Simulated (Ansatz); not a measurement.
```yaml
atoms:
  - { symbol: H, position_ang: [-1.2024, 1.2330, -0.3058] }
  - { symbol: Si, position_ang: [-0.8846, 0.3999, -1.4889] }
  - { symbol: C, position_ang: [1.5087, -0.3393, 0.5901] }
  - { symbol: C, position_ang: [0.9688, -1.3520, -0.0348] }
  - { symbol: C, position_ang: [-0.2357, -1.3034, -0.9523] }
  - { symbol: O, position_ang: [1.9938, 0.5401, 1.1404] }
  - { symbol: H, position_ang: [0.4827, 1.4377, 2.6298] }
  - { symbol: O, position_ang: [-0.4410, 1.5971, 2.7610] }
  - { symbol: H, position_ang: [-2.1072, 0.2001, -2.3012] }
  - { symbol: H, position_ang: [0.1325, 1.1075, -2.3052] }
  - { symbol: H, position_ang: [1.4439, -2.3019, 0.1844] }
  - { symbol: H, position_ang: [-1.0697, -1.8372, -0.4857] }
  - { symbol: H, position_ang: [-0.0031, -1.8543, -1.8686] }
  - { symbol: H, position_ang: [-0.5870, 2.4726, 2.4369] }
```

The calculation used RHF/def2-SVP in Ansatz.

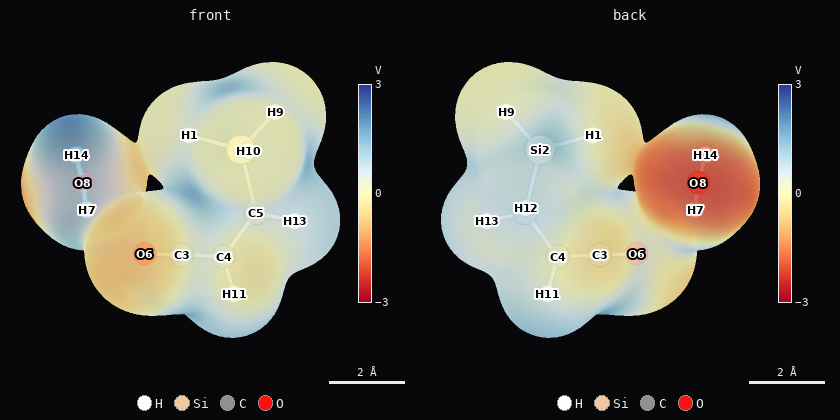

C3H6OSi···H2O. The electrostatic potential painted on the density surface at 0.002 e/bohr³, seen from the front and from behind; the colour scale runs from red (negative) to blue (positive).

Which sites attract a positive test charge, and which a negative one?

A positive charge is drawn to the negative regions and a negative charge to the positive ones. The most negative region (about −2.1 V) lies over O8, the most positive (about +2.1 V) over H14. O8 is the likeliest acceptor of a hydrogen bond.
